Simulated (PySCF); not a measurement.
**C₃H₉NSi₂: a tour of settings**

Which settings matter for C₃H₉NSi₂ (`C[SiH2]C[SiH2]C#N`)?

Computed with PySCF 2.14.0, with density-fitted response routines of our own, on a single molecule, in the gas phase or a continuum. Atoms are numbered from 0 throughout.

### Step 1. Starting geometry

15 atoms, charge 0, multiplicity 1; geometry from: GFN2-xTB.

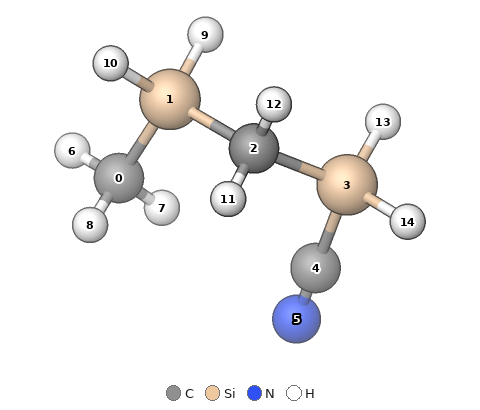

As it starts; carbon grey, silicon light orange, nitrogen blue, hydrogen white, atoms numbered; sticks join atoms by distance.

### Step 2. Spin-spin couplings: KT3/6-311G**

Job settings and geometry (Å):

```
{"job": {"kind": "j", "xc": "KT3", "basis": "6-311G**"}, "charge": 0, "multiplicity": 1}
C      1.909803     0.665358    -0.406531
Si     1.051167    -1.005726    -0.638703
C     -0.576698    -1.060382     0.363472
Si    -1.988785     0.052359    -0.235205
C     -1.442093     1.832857    -0.070618
N     -1.112085     2.925557     0.030008
H      2.820501     0.718071    -0.995543
H      1.272258     1.490852    -0.709999
H      2.182672     0.830832     0.632146
H      0.745630    -1.236365    -2.057422
H      1.919669    -2.090652    -0.156473
H     -0.355137    -0.823968     1.405499
H     -0.941794    -2.088086     0.361473
H     -2.301076    -0.143104    -1.653257
H     -3.188447    -0.059613     0.603586
```

Level: KT3/6-311G** indirect spin-spin coupling, non-relativistic, gas phase.

The run is started by

```
> OMP_NUM_THREADS=1 python probes_run.py task.json out
```

This one command runs all jobs of the session in turn.

The log of the run:

```text
coarse grid: 13152 points
cycle   1  E = -760.8579961745  dE =  2.005e-01  |g| = 6.583e-01  |ddm| = 2.982e+00
cycle   2  E = -760.5533720083  dE =  3.046e-01  |g| = 1.253e+00  |ddm| = 1.471e+00
cycle   3  E = -760.9236827425  dE = -3.703e-01  |g| = 4.578e-01  |ddm| = 1.068e+00
cycle   4  E = -760.9716369370  dE = -4.795e-02  |g| = 6.423e-02  |ddm| = 2.700e-01
cycle   5  E = -760.9726570773  dE = -1.020e-03  |g| = 2.135e-02  |ddm| = 7.778e-02
cycle   6  E = -760.9727804728  dE = -1.234e-04  |g| = 7.347e-03  |ddm| = 2.592e-02
cycle   7  E = -760.9727947270  dE = -1.425e-05  |g| = 2.034e-03  |ddm| = 8.048e-03
cycle   8  E = -760.9727958564  dE = -1.129e-06  |g| = 2.567e-04  |ddm| = 1.927e-03
final grid: 116816 points
cycle   9  E = -760.9470220995  dE = -2.538e-04  |g| = 1.797e-02  |ddm| = 3.593e-02
cycle  10  E = -760.9469593160  dE =  6.278e-05  |g| = 2.105e-02  |ddm| = 2.215e-02
cycle  11  E = -760.9470071284  dE = -4.781e-05  |g| = 1.489e-02  |ddm| = 2.015e-02
cycle  12  E = -760.9470552853  dE = -4.816e-05  |g| = 3.027e-03  |ddm| = 8.322e-03
cycle  13  E = -760.9470576032  dE = -2.318e-06  |g| = 4.430e-04  |ddm| = 2.336e-03
cycle  14  E = -760.9470576560  dE = -5.277e-08  |g| = 1.225e-04  |ddm| = 5.502e-04
cycle  15  E = -760.9470576598  dE = -3.851e-09  |g| = 4.024e-05  |ddm| = 1.363e-04
cycle  16  E = -760.9470576603  dE = -4.602e-10  |g| = 4.572e-06  |ddm| = 3.722e-05
converged SCF energy = -760.9470576603

Indirect spin-spin couplings (Hz)
  i      j    bonds     total        FC       PSO       DSO        SD
  0 C    1 Si   1    -38.266   -38.720     1.775    -0.073    -1.248
  0 C    2 C    2      1.395     1.466    -0.067    -0.004         -
  0 C    3 Si   3     -0.083    -0.096     0.004     0.002     0.006
  0 C    5 N    5     -0.194    -0.219     0.041    -0.006    -0.010
  0 C    6 H    1    123.103   120.893     1.564     0.646         -
  0 C    7 H    1    127.053   124.999     1.349     0.705         -
  0 C    8 H    1    124.516   122.317     1.528     0.671         -
  0 C    9 H    2      4.525     4.735     0.021    -0.231         -
  0 C   10 H    2      4.536     4.753     0.021    -0.238         -
  0 C   11 H    3      0.704     0.679    -0.020     0.045         -
  0 C   12 H    3      5.142     5.320     0.195    -0.373         -
  0 C   14 H    4     -0.366    -0.249     0.124    -0.240         -
  1 Si   2 C    1    -27.542   -27.766     1.485    -0.096    -1.166
  1 Si   3 Si   2     -3.189    -3.032     0.005     0.002    -0.164
  1 Si   4 C    3     -0.159    -0.162     0.009    -0.018     0.011
  1 Si   6 H    2      4.749     4.638     0.145     0.131    -0.164
  1 Si   7 H    2      6.163     6.031     0.177     0.101    -0.146
  1 Si   8 H    2      6.102     5.947     0.175     0.122    -0.143
  1 Si   9 H    1   -189.569  -189.867     0.609    -0.258    -0.052
  1 Si  10 H    1   -193.796  -194.115     0.619    -0.240    -0.059
  1 Si  11 H    2      6.907     6.828     0.155     0.055    -0.132
  1 Si  12 H    2      7.117     6.994     0.191     0.060    -0.129
  1 Si  13 H    3     -1.425    -1.483     0.029    -0.009     0.039
  1 Si  14 H    3    -10.375   -10.452    -0.129     0.248    -0.042
  2 C    3 Si   1    -36.251   -37.231     2.144    -0.095    -1.069
  2 C    4 C    2      2.383     2.403    -0.050     0.031         -
  2 C    5 N    3     -0.135    -0.194     0.042     0.020    -0.003
  2 C    6 H    3      7.407     7.558     0.201    -0.351         -
  2 C    7 H    3      0.282     0.281    -0.042     0.043         -
  2 C    8 H    3      0.156     0.127     0.004     0.025         -
  2 C    9 H    2      6.035     6.173    -0.004    -0.134         -
  2 C   10 H    2      4.437     4.582    -0.006    -0.139         -
  2 C   11 H    1    126.479   124.063     1.500     0.917         -
  2 C   12 H    1    121.545   119.029     1.618     0.898         -
  2 C   13 H    2      6.466     6.639     0.022    -0.195         -
  2 C   14 H    2      3.498     3.693     0.014    -0.209         -
  3 Si   4 C    1    -48.280   -48.923     1.499    -0.119    -0.736
  3 Si   5 N    2     -4.033    -4.703     0.278    -0.035     0.427
  3 Si   6 H    4      0.332     0.272    -0.123     0.168     0.015
  3 Si   9 H    3     -2.364    -2.433     0.055    -0.027     0.043
  3 Si  10 H    3    -12.705   -12.762    -0.140     0.237    -0.040
  3 Si  11 H    2      8.689     8.434     0.304     0.062    -0.111
  3 Si  12 H    2      6.044     5.910     0.242     0.060    -0.168
  3 Si  13 H    1   -220.815  -221.199     0.746    -0.250    -0.112
  3 Si  14 H    1   -220.403  -220.791     0.730    -0.235    -0.108
  4 C    5 N    1     -3.835    -0.633     1.687    -0.004    -4.885
  4 C    7 H    5      0.269     0.233    -0.438     0.475         -
  4 C   10 H    4     -0.378    -0.270     0.104    -0.213         -
  4 C   11 H    3      0.523     0.450    -0.073     0.147         -
  4 C   12 H    3      8.919     9.014     0.208    -0.303         -
  4 C   13 H    2      3.875     3.927    -0.027    -0.026         -
  4 C   14 H    2      4.571     4.619    -0.023    -0.025         -
  5 N   13 H    3     -0.760    -0.679    -0.211     0.137    -0.007
  5 N   14 H    3     -0.738    -0.657    -0.213     0.138    -0.006
  6 H    7 H    2    -17.909   -18.045     2.514    -2.379         -
  6 H    8 H    2    -17.628   -17.751     2.602    -2.480         -
  6 H    9 H    3      0.551     0.734     0.230    -0.413         -
  6 H   10 H    3     -0.022     0.211     0.308    -0.542         -
  6 H   11 H    4     -0.581    -0.281     0.882    -1.182         -
  6 H   12 H    4      0.977     1.470     1.063    -1.556         -
  6 H   13 H    5     -0.232    -0.035     0.445    -0.642         -
  6 H   14 H    5     -0.468    -0.044     0.720    -1.145         -
  7 H    8 H    2    -17.796   -17.965     2.412    -2.244         -
  7 H    9 H    3      0.338     0.528     0.216    -0.405         -
  7 H   10 H    3     11.710    12.627     1.362    -2.279         -
  7 H   12 H    4     -0.820    -0.441     0.943    -1.322         -
  7 H   14 H    5     -0.527    -0.059     0.412    -0.880         -
  8 H    9 H    3     11.075    12.010     1.386    -2.320         -
  8 H   10 H    3      0.981     1.161     0.221    -0.401         -
  8 H   12 H    4     -0.691    -0.384     0.814    -1.121         -
  8 H   13 H    5     -0.334    -0.004     0.573    -0.903         -
  8 H   14 H    5     -0.257     0.071     0.428    -0.756         -
  9 H   10 H    2      4.264     5.343     0.817    -1.897         -
  9 H   11 H    3      9.599    10.498     1.337    -2.236         -
  9 H   12 H    3     -0.242    -0.080     0.253    -0.416         -
  9 H   13 H    4      0.415    -0.070    -0.566     1.051         -
  9 H   14 H    4     -0.880    -0.308     0.576    -1.149         -
 10 H   11 H    3      0.685     0.810     0.186    -0.311         -
 10 H   12 H    3      2.898     2.880    -0.024     0.042         -
 10 H   13 H    4     -0.880    -0.354     0.536    -1.061         -
 10 H   14 H    4      3.124     3.615     0.618    -1.110         -
 11 H   12 H    2    -17.823   -18.371     2.265    -1.717         -
 11 H   13 H    3     10.969    11.917     1.353    -2.302         -
 11 H   14 H    3      0.975     1.106     0.142    -0.273         -
 12 H   13 H    3     -0.584    -0.353     0.308    -0.538         -
 12 H   14 H    3      1.337     1.485     0.177    -0.326         -
 13 H   14 H    2      5.314     6.531     0.933    -2.151         -
```

It took 53 s on 1 thread of Arm Neoverse N1, shared host; peak memory 0.57 GiB.

This basis has no tight s functions, so the Fermi-contact terms are rough.

A choice of the couplings up to four bonds, sorted by the number of bonds, with means over like pairs; isotopes 13C, 1H, 15N, 29Si:

| pair | bonds | J (Hz) | Fermi contact (Hz) |
| --- | --- | --- | --- |
| Si3–H13 | 1 | -220.6 | -221.0 |
| Si1–H9 | 1 | -191.7 | -192.0 |
| C0–H6 | 1 | 124.9 | 122.7 |
| C2–H11 | 1 | 124.0 | 121.5 |
| Si3–C4 | 1 | -48.3 | -48.9 |
| C0–Si1 | 1 | -38.3 | -38.7 |
| C2–Si3 | 1 | -36.3 | -37.2 |
| Si1–C2 | 1 | -27.5 | -27.8 |
| C4–N5 | 1 | -3.8 | -0.6 |
| H11–H12 | 2 | -17.8 | -18.4 |
| H6–H7 | 2 | -17.8 | -17.9 |
| Si3–H11 | 2 | 7.4 | 7.2 |
| Si1–H11 | 2 | 7.0 | 6.9 |
| Si1–H6 | 2 | 5.7 | 5.5 |
| H13–H14 | 2 | 5.3 | 6.5 |
| C2–H9 | 2 | 5.2 | 5.4 |
| C2–H13 | 2 | 5.0 | 5.2 |
| C0–H9 | 2 | 4.5 | 4.7 |
| Si3–H9 | 3 | -7.5 | -7.6 |
| H9–H11 | 3 | 6.2 | 6.7 |
| H11–H13 | 3 | 6.2 | 6.7 |
| Si1–H13 | 3 | -5.9 | -6.0 |
| C4–H11 | 3 | 4.7 | 4.7 |
| H6–H9 | 3 | 4.1 | 4.5 |
| C0–H11 | 3 | 2.9 | 3.0 |
| C2–H6 | 3 | 2.6 | 2.7 |
| H9–H13 | 4 | 1.8 | 1.8 |

Means hide unlike values in this fixed geometry: Si3–H9 from -12.7 to -2.4 Hz; H9–H11 from 2.9 to 9.6 Hz; H11–H13 from 1.3 to 11.0 Hz. They hold only if the pairs exchange fast.

The spin-dipole term was solved for some atoms only; pairs without it lack that part.

Quadrupole couplings from the field gradients of the same density:

| atom | isotope | eQq/h (MHz) | η |
| --- | --- | --- | --- |
| N5 | 14N | -5.118 | 0.00 |

### Step 3. Shielding tensors: B97-2/def2-SVPD in acetonitrile

Same as in step 2 but for these lines:

```diff
@@ -1,2 +1,2 @@
-{"job": {"kind": "j", "xc": "KT3", "basis": "6-311G**"}, "charge": 0, "multiplicity": 1}
+{"job": {"kind": "nmr", "xc": "B97-2", "basis": "def2-SVPD", "solvent": "acetonitrile", "pop": true}, "charge": 0, "multiplicity": 1}
 C      1.909803     0.665358    -0.406531
```

Level: GIAO B97-2/def2-SVPD NMR shielding, non-relativistic, IEF-PCM acetonitrile.

The log of the run:

```text
coarse grid: 13152 points
cycle   1  E = -753.0041898141  dE =  1.620e-01  |g| = 4.907e-01  |ddm| = 4.588e+00
cycle   2  E = -752.9309361622  dE =  7.325e-02  |g| = 7.373e-01  |ddm| = 1.551e+00
cycle   3  E = -753.0579999139  dE = -1.271e-01  |g| = 1.925e-01  |ddm| = 9.225e-01
cycle   4  E = -753.0661665852  dE = -8.167e-03  |g| = 3.298e-02  |ddm| = 1.965e-01
cycle   5  E = -753.0664269850  dE = -2.604e-04  |g| = 9.298e-03  |ddm| = 5.815e-02
cycle   6  E = -753.0664515321  dE = -2.455e-05  |g| = 1.817e-03  |ddm| = 1.549e-02
cycle   7  E = -753.0664523773  dE = -8.452e-07  |g| = 5.681e-04  |ddm| = 3.134e-03
final grid: 116816 points
cycle   8  E = -753.1509185333  dE = -2.511e-05  |g| = 2.038e-03  |ddm| = 8.988e-02
cycle   9  E = -753.1509181695  dE =  3.638e-07  |g| = 2.489e-03  |ddm| = 8.657e-03
cycle  10  E = -753.1509195169  dE = -1.347e-06  |g| = 8.651e-04  |ddm| = 3.562e-03
cycle  11  E = -753.1509196833  dE = -1.664e-07  |g| = 1.786e-04  |ddm| = 8.781e-04
cycle  12  E = -753.1509196901  dE = -6.808e-09  |g| = 6.337e-05  |ddm| = 2.909e-04
cycle  13  E = -753.1509196913  dE = -1.115e-09  |g| = 8.901e-06  |ddm| = 9.710e-05
cycle  14  E = -753.1509196913  dE = -2.592e-11  |g| = 2.754e-06  |ddm| = 1.635e-05
converged SCF energy = -753.1509196913

GIAO shielding tensors (ppm)
atom      isotropic    diamagn.    paramagn.     s11        s22        s33       span
  0 C      199.162     249.381     -50.219    195.021    198.126    204.339      9.318
  1 Si     441.661     881.066    -439.405    413.443    442.690    468.850     55.407
  2 C      201.025     247.124     -46.100    193.713    198.234    211.127     17.414
  3 Si     473.427     882.521    -409.094    442.856    462.449    514.978     72.122
  4 C       73.390     273.065    -199.675    -35.949    -29.417    285.537    321.487
  5 N      -31.708     310.508    -342.216   -198.422   -196.471    299.770    498.191
  6 H       31.669      26.610       5.059     27.266     28.154     39.588     12.322
  7 H       31.153      36.595      -5.442     25.757     29.811     37.890     12.133
  8 H       31.624      31.433       0.190     27.835     29.010     38.026     10.191
  9 H       27.655      31.462      -3.807     24.648     25.907     32.409      7.762
 10 H       27.478      29.892      -2.414     23.831     25.673     32.930      9.099
 11 H       31.493      32.241      -0.748     27.604     28.699     38.175     10.570
 12 H       31.639      33.453      -1.813     26.230     28.722     39.966     13.737
 13 H       27.425      29.913      -2.488     24.707     25.218     32.349      7.642
 14 H       27.189      27.977      -0.788     23.637     25.108     32.820      9.183
```

Run time: 40 s. Hardware: 1 thread of Arm Neoverse N1, shared host; peak memory 0.91 GiB.

No reference compound was run at this level, so shieldings alone are listed. Atoms listed in one row are averaged.

| atoms | environment | σ (ppm) |
| --- | --- | --- |
| C4 | nitrile carbon | 73.4 |
| C0 | methyl carbon bonded to Si | 199.2 |
| C2 | sp3 CH2 bonded to 2 Si | 201.0 |
| H13, H14 | hydrogen on a silicon bonded to 2 C | 27.31 |
| H9, H10 | hydrogen on a silicon bonded to 2 C | 27.57 |
| H6, H7, H8 | hydrogen on a methyl carbon bonded to Si | 31.48 |
| H11, H12 | hydrogen on an sp3 CH2 bonded to 2 Si | 31.57 |
| Si1 | silicon bonded to 2 C, 2 H | 441.7 |
| Si3 | silicon bonded to 2 C, 2 H | 473.4 |
| N5 | nitrile nitrogen | -31.7 |

Charges from the same density, by scheme (e):

| atoms | IAO | Hirshfeld | ESP fit |
| --- | --- | --- | --- |
| C0 | -0.71 | -0.20 | -0.54 |
| Si1 | 0.80 | 0.36 | 0.59 |
| C2 | -0.82 | -0.23 | -0.41 |
| Si3 | 0.78 | 0.41 | 0.44 |
| C4 | -0.11 | -0.01 | 0.23 |
| N5 | -0.27 | -0.25 | -0.50 |

Hirshfeld charges:

C0 -0.20; Si1 0.36; C2 -0.23; Si3 0.41; C4 -0.01; N5 -0.25; H6 0.04; H7 0.03; H8 0.04; H9 -0.09; H10 -0.09; H11 0.06; H12 0.06; H13 -0.06; H14 -0.06

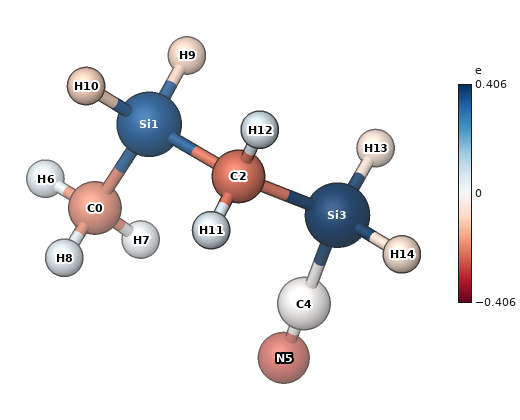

Hirshfeld charges, as colours on the atoms.

Mulliken charges and Mayer bond orders break down with diffuse functions, so they are left out here.

With diffuse functions Mulliken charges and Mayer bond orders lose their meaning; the other schemes are steadier.

[end of part 1 of 2]
